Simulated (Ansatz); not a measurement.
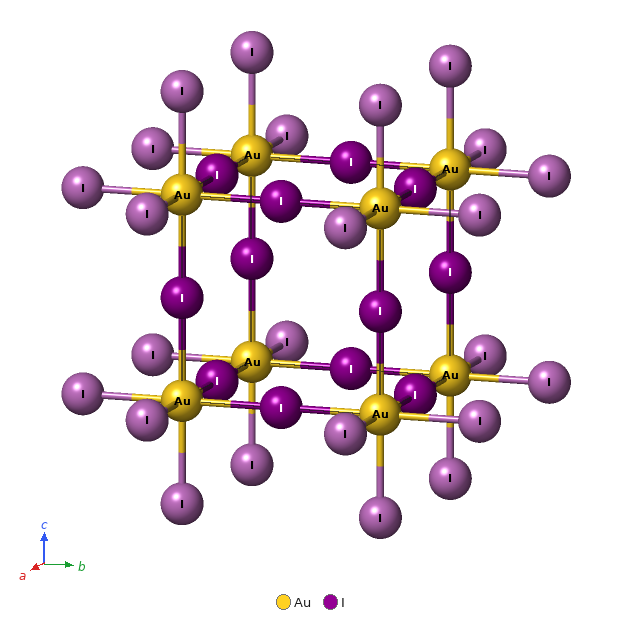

A ball-and-stick rendering, viewed slightly off an axis. The conventional unit cell is drawn as a box. Bonded atoms from the next cells complete the picture, in fainter colours.

AuI3, ReO₃ type, space group Pm-3m (No. 221), a = 5.693 Å, b = 5.693 Å, c = 5.693 Å, α = 90.00°, β = 90.00°, γ = 90.00°. The cell started as a structure type filled with these elements by a generator (whether the compound takes this form wasn't checked). Earlier steps of the study, as a rule a relaxation of our own, may have changed the cell and positions, so they can lie some per cent off the listed ones. A calculation with Ansatz used it as input.

This one geometry was computed with Ansatz (DFT, plane waves, PAW) at five levels of theory: PBEsol, PBE, PBE with spin-orbit coupling, r2SCAN and LDA.

### Which level gives the highest pressure at this volume, and what does that say about its equilibrium volume?

Highest: PBE (0.0 GPa) and PBE with spin-orbit coupling (0.2 GPa), which points to the largest equilibrium volume. Lowest, with the smallest volume: LDA (-2.7 GPa). Levels within 0.5 GPa of each other can't be told apart.

### How does the band gap change with the level of theory?

All levels give a metal.

### Collect the results in a table.

| level | cutoff (eV) | k-mesh of the run's cell | gap (eV) | pressure (GPa) |
| --- | --- | --- | --- | --- |
| PBEsol | 420 | 6×6×6 | metal | -1.7 |
| PBE | 420 | 6×6×6 | metal | 0.0 |
| PBE with spin-orbit coupling | 420 | 6×6×6 | metal | 0.2 |
| r2SCAN | 500 | 6×6×6 | metal | -0.7 |
| LDA | 420 | 6×6×6 | metal | -2.7 |

Gaps are taken on the k-mesh or band path of each run.
